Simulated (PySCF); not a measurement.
# C₃H₈BFO: NMR shifts at several levels of theory, part 2 of 2

PySCF 2.14.0. Atoms count from 0.

### 8 Shielding tensors: KT2/pcSseg-1

The job: settings as JSON, then the geometry in Å.

```
{"job": {"kind": "nmr", "xc": "KT2", "basis": "pcSseg-1", "pop": false}, "charge": 0, "multiplicity": 1}
C     -2.085458     0.427598    -0.581317
C     -1.083835    -0.395278     0.202261
C     -1.328306    -1.888003     0.098114
O      0.216841    -0.105049    -0.315240
B      1.295822     0.061818     0.457226
F      1.206498    -0.041122     1.783859
H     -3.102707     0.267343    -0.194933
H     -1.850336     1.499203    -0.506830
H     -2.067142     0.144766    -1.644831
H     -1.115140    -0.098864     1.264503
H     -0.583170    -2.447390     0.682868
H     -2.326906    -2.144331     0.481734
H     -1.262950    -2.214622    -0.951056
H      2.360458     0.312617    -0.047974
```

With the program's defaults for keys left out, this is: GIAO KT2/pcSseg-1 NMR shielding, non-relativistic, gas phase.

What it wrote:

```text
coarse grid: 11480 points
cycle   1  E = -323.7973932413  dE =  4.798e-01  |g| = 9.382e-01  |ddm| = 3.065e+00
cycle   2  E = -323.3830463707  dE =  4.143e-01  |g| = 1.734e+00  |ddm| = 1.867e+00
cycle   3  E = -323.9461717144  dE = -5.631e-01  |g| = 2.466e-01  |ddm| = 1.368e+00
cycle   4  E = -323.9575526371  dE = -1.138e-02  |g| = 8.862e-02  |ddm| = 2.078e-01
cycle   5  E = -323.9586817630  dE = -1.129e-03  |g| = 3.173e-02  |ddm| = 6.756e-02
cycle   6  E = -323.9588594524  dE = -1.777e-04  |g| = 7.340e-03  |ddm| = 2.323e-02
cycle   7  E = -323.9588714585  dE = -1.201e-05  |g| = 1.728e-03  |ddm| = 6.398e-03
cycle   8  E = -323.9588721127  dE = -6.543e-07  |g| = 3.688e-04  |ddm| = 2.041e-03
final grid: 110624 points
cycle   9  E = -324.0378650645  dE = -1.417e-04  |g| = 3.404e-02  |ddm| = 4.492e-02
cycle  10  E = -324.0373112321  dE =  5.538e-04  |g| = 6.700e-02  |ddm| = 5.772e-02
cycle  11  E = -324.0380422719  dE = -7.310e-04  |g| = 6.180e-03  |ddm| = 4.117e-02
cycle  12  E = -324.0380496502  dE = -7.378e-06  |g| = 9.150e-04  |ddm| = 3.933e-03
cycle  13  E = -324.0380497697  dE = -1.195e-07  |g| = 3.020e-04  |ddm| = 8.579e-04
cycle  14  E = -324.0380497911  dE = -2.143e-08  |g| = 7.796e-05  |ddm| = 2.974e-04
cycle  15  E = -324.0380497925  dE = -1.445e-09  |g| = 1.727e-05  |ddm| = 7.615e-05
cycle  16  E = -324.0380497926  dE = -6.457e-11  |g| = 4.999e-06  |ddm| = 1.584e-05
converged SCF energy = -324.0380497926

GIAO shielding tensors (ppm)
atom      isotropic    diamagn.    paramagn.     s11        s22        s33       span
  0 C      158.049     247.296     -89.247    141.102    149.047    183.999     42.897
  1 C      116.174     243.794    -127.620     81.131    114.713    152.679     71.548
  2 C      156.450     247.825     -91.375    136.752    148.876    183.722     46.970
  3 O      135.529     398.496    -262.967     -2.367    166.936    242.017    244.384
  4 B       80.078     198.603    -118.525     63.757     87.551     88.925     25.167
  5 F      243.830     473.000    -229.170     65.129    264.039    402.322    337.193
  6 H       30.150      28.320       1.830     26.365     27.916     36.168      9.803
  7 H       29.823      29.865      -0.041     26.025     27.680     35.764      9.738
  8 H       29.911      29.490       0.421     27.180     28.197     34.355      7.175
  9 H       26.336      32.044      -5.709     23.255     27.442     28.310      5.055
 10 H       29.863      29.811       0.052     25.845     28.508     35.235      9.389
 11 H       30.103      28.195       1.908     26.285     27.807     36.217      9.932
 12 H       29.946      29.427       0.519     27.337     28.192     34.308      6.971
 13 H       26.954      30.105      -3.151     23.772     25.869     31.222      7.450
```

Wall time 17 s (1 thread of Arm Neoverse V2, shared host); peak memory 0.61 GiB.

This run: δ C1 67.0, C0 26.0, O3 195.1, B4 19.8, H9 4.84, H13 4.22 ppm (means over like atoms).

### 9 Shielding tensors: KT3/pcSseg-1

Same as in step 8 but for these lines:

```diff
@@ -1,2 +1,2 @@
-{"job": {"kind": "nmr", "xc": "KT2", "basis": "pcSseg-1", "pop": false}, "charge": 0, "multiplicity": 1}
+{"job": {"kind": "nmr", "xc": "KT3", "basis": "pcSseg-1", "pop": false}, "charge": 0, "multiplicity": 1}
 C     -2.085458     0.427598    -0.581317
```

Level: GIAO KT3/pcSseg-1 NMR shielding, non-relativistic, gas phase.

What it wrote:

```text
coarse grid: 11480 points
cycle   1  E = -323.4277454165  dE =  4.556e-01  |g| = 9.451e-01  |ddm| = 3.083e+00
cycle   2  E = -323.0259121772  dE =  4.018e-01  |g| = 1.713e+00  |ddm| = 1.940e+00
cycle   3  E = -323.5803841016  dE = -5.545e-01  |g| = 2.437e-01  |ddm| = 1.409e+00
cycle   4  E = -323.5915622527  dE = -1.118e-02  |g| = 8.592e-02  |ddm| = 2.032e-01
cycle   5  E = -323.5926467828  dE = -1.085e-03  |g| = 3.049e-02  |ddm| = 6.637e-02
cycle   6  E = -323.5928117029  dE = -1.649e-04  |g| = 7.252e-03  |ddm| = 2.280e-02
cycle   7  E = -323.5928232833  dE = -1.158e-05  |g| = 1.718e-03  |ddm| = 6.225e-03
cycle   8  E = -323.5928239314  dE = -6.481e-07  |g| = 3.684e-04  |ddm| = 2.012e-03
final grid: 110624 points
cycle   9  E = -323.6632550640  dE = -1.088e-04  |g| = 3.651e-02  |ddm| = 4.893e-02
cycle  10  E = -323.6625339815  dE =  7.211e-04  |g| = 7.491e-02  |ddm| = 6.231e-02
cycle  11  E = -323.6634517197  dE = -9.177e-04  |g| = 5.587e-03  |ddm| = 4.534e-02
cycle  12  E = -323.6634575836  dE = -5.864e-06  |g| = 9.074e-04  |ddm| = 3.857e-03
cycle  13  E = -323.6634577289  dE = -1.454e-07  |g| = 1.357e-04  |ddm| = 7.617e-04
cycle  14  E = -323.6634577338  dE = -4.841e-09  |g| = 3.397e-05  |ddm| = 1.882e-04
cycle  15  E = -323.6634577340  dE = -2.372e-10  |g| = 1.296e-05  |ddm| = 3.148e-05
converged SCF energy = -323.6634577340

GIAO shielding tensors (ppm)
atom      isotropic    diamagn.    paramagn.     s11        s22        s33       span
  0 C      157.417     246.451     -89.034    141.325    148.556    182.369     41.044
  1 C      115.791     243.072    -127.281     81.950    114.108    151.314     69.364
  2 C      156.063     246.902     -90.839    137.594    148.361    182.233     44.639
  3 O      142.647     398.197    -255.550      9.525    174.211    244.205    234.681
  4 B       80.942     198.591    -117.649     64.728     87.875     90.223     25.495
  5 F      250.565     472.857    -222.291     76.820    270.733    404.142    327.322
  6 H       30.282      28.310       1.971     26.562     28.103     36.180      9.618
  7 H       29.975      30.033      -0.058     26.266     27.916     35.743      9.478
  8 H       30.056      29.566       0.490     27.348     28.374     34.446      7.098
  9 H       26.549      32.122      -5.573     23.444     27.657     28.545      5.101
 10 H       30.011      29.956       0.055     26.076     28.728     35.229      9.153
 11 H       30.236      28.172       2.064     26.480     28.001     36.228      9.747
 12 H       30.094      29.485       0.609     27.500     28.363     34.419      6.919
 13 H       27.203      30.397      -3.194     24.068     26.127     31.414      7.346
```

Wall time 16 s (1 thread of Arm Neoverse V2, shared host); peak memory 0.61 GiB.

In short: δ C1 66.5, C0 25.6, O3 186.4, B4 19.6, H9 4.77, H13 4.12 ppm (means over like atoms).

### 10 Nuclear shieldings: B97-D/pcSseg-1

Same as in step 9 but for these lines:

```diff
@@ -1,2 +1,2 @@
-{"job": {"kind": "nmr", "xc": "KT3", "basis": "pcSseg-1", "pop": false}, "charge": 0, "multiplicity": 1}
+{"job": {"kind": "nmr", "xc": "B97-D", "basis": "pcSseg-1", "pop": false}, "charge": 0, "multiplicity": 1}
 C     -2.085458     0.427598    -0.581317
```

Method: GIAO B97-D/pcSseg-1 NMR shielding, non-relativistic, gas phase.

What it wrote:

```text
coarse grid: 11480 points
cycle   1  E = -318.7244362739  dE =  4.186e-01  |g| = 9.101e-01  |ddm| = 3.094e+00
cycle   2  E = -318.3189628339  dE =  4.055e-01  |g| = 1.706e+00  |ddm| = 1.777e+00
cycle   3  E = -318.8632895789  dE = -5.443e-01  |g| = 2.658e-01  |ddm| = 1.298e+00
cycle   4  E = -318.8764232641  dE = -1.313e-02  |g| = 8.299e-02  |ddm| = 2.059e-01
cycle   5  E = -318.8773756681  dE = -9.524e-04  |g| = 2.966e-02  |ddm| = 6.145e-02
cycle   6  E = -318.8775251376  dE = -1.495e-04  |g| = 7.997e-03  |ddm| = 2.166e-02
cycle   7  E = -318.8775386894  dE = -1.355e-05  |g| = 1.860e-03  |ddm| = 6.463e-03
cycle   8  E = -318.8775394308  dE = -7.414e-07  |g| = 3.949e-04  |ddm| = 2.021e-03
final grid: 110624 points
cycle   9  E = -318.9255205962  dE = -6.440e-05  |g| = 2.595e-02  |ddm| = 3.724e-02
cycle  10  E = -318.9252258613  dE =  2.947e-04  |g| = 5.002e-02  |ddm| = 4.259e-02
cycle  11  E = -318.9256177120  dE = -3.919e-04  |g| = 4.568e-03  |ddm| = 2.981e-02
cycle  12  E = -318.9256215718  dE = -3.860e-06  |g| = 6.983e-04  |ddm| = 2.972e-03
cycle  13  E = -318.9256216468  dE = -7.493e-08  |g| = 1.960e-04  |ddm| = 4.854e-04
cycle  14  E = -318.9256216560  dE = -9.239e-09  |g| = 5.162e-05  |ddm| = 1.831e-04
cycle  15  E = -318.9256216566  dE = -6.130e-10  |g| = 1.068e-05  |ddm| = 5.586e-05
converged SCF energy = -318.9256216566

GIAO shielding tensors (ppm)
atom      isotropic    diamagn.    paramagn.     s11        s22        s33       span
  0 C      153.608     246.017     -92.409    137.227    144.813    178.784     41.556
  1 C      111.453     242.677    -131.223     76.920    108.669    148.771     71.851
  2 C      152.392     246.485     -94.093    133.671    144.751    178.756     45.085
  3 O      141.142     398.347    -257.205      4.516    170.769    248.140    243.624
  4 B       77.954     197.670    -119.716     60.826     85.589     87.447     26.620
  5 F      252.343     472.198    -219.854     80.406    266.768    409.856    329.449
  6 H       30.364      28.326       2.038     26.700     28.217     36.175      9.475
  7 H       30.030      29.971       0.060     26.370     28.019     35.703      9.333
  8 H       30.091      29.538       0.553     27.416     28.453     34.404      6.988
  9 H       26.614      31.978      -5.363     23.550     27.781     28.511      4.961
 10 H       30.072      29.914       0.158     26.174     28.836     35.206      9.031
 11 H       30.316      28.181       2.135     26.614     28.120     36.215      9.601
 12 H       30.133      29.458       0.675     27.558     28.443     34.398      6.840
 13 H       27.266      30.550      -3.284     24.143     26.234     31.420      7.277
```

Run time: 15 s. Hardware: 1 thread of Arm Neoverse V2, shared host; peak memory 0.61 GiB.

Key values: δ C1 67.7, C0 26.2, O3 189.2, B4 20.3, H9 4.80, H13 4.14 ppm (means over like atoms).

### 11 Shielding tensors: B3LYP/pcSseg-1

Same as in step 10 but for these lines:

```diff
@@ -1,2 +1,2 @@
-{"job": {"kind": "nmr", "xc": "B97-D", "basis": "pcSseg-1", "pop": false}, "charge": 0, "multiplicity": 1}
+{"job": {"kind": "nmr", "xc": "B3LYP", "basis": "pcSseg-1", "pop": false}, "charge": 0, "multiplicity": 1}
 C     -2.085458     0.427598    -0.581317
```

Level: GIAO B3LYP/pcSseg-1 NMR shielding, non-relativistic, gas phase.

What it wrote:

```text
coarse grid: 11480 points
cycle   1  E = -318.9712012402  dE =  4.965e-01  |g| = 8.055e-01  |ddm| = 3.034e+00
cycle   2  E = -318.8101671358  dE =  1.610e-01  |g| = 1.252e+00  |ddm| = 1.239e+00
cycle   3  E = -319.0829943156  dE = -2.728e-01  |g| = 1.465e-01  |ddm| = 8.038e-01
cycle   4  E = -319.0866667342  dE = -3.672e-03  |g| = 4.987e-02  |ddm| = 1.081e-01
cycle   5  E = -319.0870261466  dE = -3.594e-04  |g| = 1.469e-02  |ddm| = 3.200e-02
cycle   6  E = -319.0870608131  dE = -3.467e-05  |g| = 3.762e-03  |ddm| = 1.008e-02
cycle   7  E = -319.0870636351  dE = -2.822e-06  |g| = 5.405e-04  |ddm| = 2.607e-03
final grid: 110624 points
cycle   8  E = -319.1448306068  dE = -4.693e-05  |g| = 6.102e-03  |ddm| = 1.907e-02
cycle   9  E = -319.1448239981  dE =  6.609e-06  |g| = 8.446e-03  |ddm| = 9.529e-03
cycle  10  E = -319.1448387226  dE = -1.472e-05  |g| = 9.858e-04  |ddm| = 5.431e-03
cycle  11  E = -319.1448388913  dE = -1.687e-07  |g| = 2.477e-04  |ddm| = 7.385e-04
cycle  12  E = -319.1448389026  dE = -1.131e-08  |g| = 5.820e-05  |ddm| = 1.966e-04
cycle  13  E = -319.1448389033  dE = -7.067e-10  |g| = 1.769e-05  |ddm| = 5.155e-05
converged SCF energy = -319.1448389033

GIAO shielding tensors (ppm)
atom      isotropic    diamagn.    paramagn.     s11        s22        s33       span
  0 C      153.393     245.416     -92.023    136.144    144.829    179.208     43.063
  1 C      111.852     241.463    -129.611     77.257    108.704    149.594     72.337
  2 C      152.149     245.954     -93.805    132.647    144.620    179.180     46.534
  3 O      140.328     398.708    -258.380     -3.290    171.800    252.473    255.763
  4 B       74.788     196.778    -121.990     54.971     84.111     85.282     30.311
  5 F      255.700     472.425    -216.725     80.114    272.142    414.843    334.729
  6 H       30.373      28.314       2.060     26.628     28.155     36.337      9.709
  7 H       30.006      29.785       0.221     26.234     27.950     35.833      9.599
  8 H       30.045      29.385       0.659     27.245     28.385     34.504      7.259
  9 H       26.751      31.779      -5.028     23.641     27.813     28.799      5.158
 10 H       30.055      29.766       0.289     26.050     28.784     35.331      9.281
 11 H       30.337      28.186       2.151     26.563     28.068     36.381      9.818
 12 H       30.096      29.323       0.773     27.395     28.379     34.513      7.118
 13 H       27.238      30.374      -3.135     24.056     26.202     31.456      7.400
```

Run time: 9.7 s. Hardware: 1 thread of Arm Neoverse V2, shared host; peak memory 0.72 GiB.

This run: δ C1 67.4, C0 26.5, O3 193.7, B4 23.0, H9 4.63, H13 4.14 ppm (means over like atoms).

### 12 Side by side: NMR shifts

Shifts (ppm) of some atoms, chosen among heavy atoms and hydrogens apart, means over like atoms, with basis size and wall time:

```csv
run,C1,C0,H9,H13,O3,B4,F5,functions,time
HF/pcSseg-1,58.6,25.1,4.06,3.94,139.6,25.4,-58.6,142,4.3 s
LDA/pcSseg-1,69.5,26.2,4.98,4.40,223.7,23.0,-90.2,142,13 s
PBE/pcSseg-1,68.3,26.2,4.86,4.30,206.7,21.3,-92.1,142,16 s
BLYP/pcSseg-1,69.6,26.9,4.82,4.22,208.4,21.3,-94.0,142,17 s
BP86/pcSseg-1,68.5,26.3,4.84,4.28,201.8,21.1,-95.3,142,17 s
OPBE/pcSseg-1,65.6,24.7,4.81,4.26,187.8,20.1,-90.0,142,15 s
KT2/pcSseg-1,67.0,26.0,4.84,4.22,195.1,19.8,-105.3,142,17 s
KT3/pcSseg-1,66.5,25.6,4.77,4.12,186.4,19.6,-101.1,142,16 s
B97-D/pcSseg-1,67.7,26.2,4.80,4.14,189.2,20.3,-97.6,142,15 s
B3LYP/pcSseg-1,67.4,26.5,4.63,4.14,193.7,23.0,-83.8,142,9.7 s
```

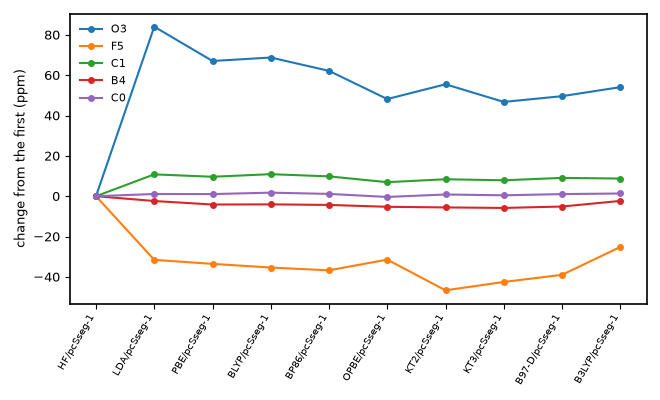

How five of the tabulated atoms move from run to run.

### 13 Summary of results

The summary covers parts 1 to 2.

| quantity | value |
| --- | --- |
| 13C shifts against TMS (HF/pcSseg-1, means over atoms taken as alike) | 58.6, 25.1 ppm |
| 1H shifts against TMS (HF/pcSseg-1, means over atoms taken as alike) | 4.06, 3.94, 1.25 ppm |
| 17O shifts against H2O (HF/pcSseg-1) | 139.6 ppm |
| 11B shifts against BF3·OEt2 (HF/pcSseg-1) | 25.4 ppm |
| 19F shifts against CFCl3 (HF/pcSseg-1) | -58.6 ppm |
| range of the shift of O3 | 139.6 to 223.7 ppm |

Single values in the summary come from the first sound run of each kind (HF/pcSseg-1), which need not be the best level. C1 (sp3 CH bonded to O) lies farthest downfield among carbon, at 58.6 ppm; pulled downfield by the heteroatom. The most deshielded hydrogen is H9 (hydrogen on an sp3 CH bonded to O), at 4.06 ppm: its carbon carries O, an electronegative neighbour. At HF/pcSseg-1: Shielding is most anisotropic at F5 (span 281 ppm, paramagnetic term -167 ppm). Across the 10 runs the shift of O3 moves most, between 139.6 (HF/pcSseg-1) and 223.7 ppm (LDA/pcSseg-1).
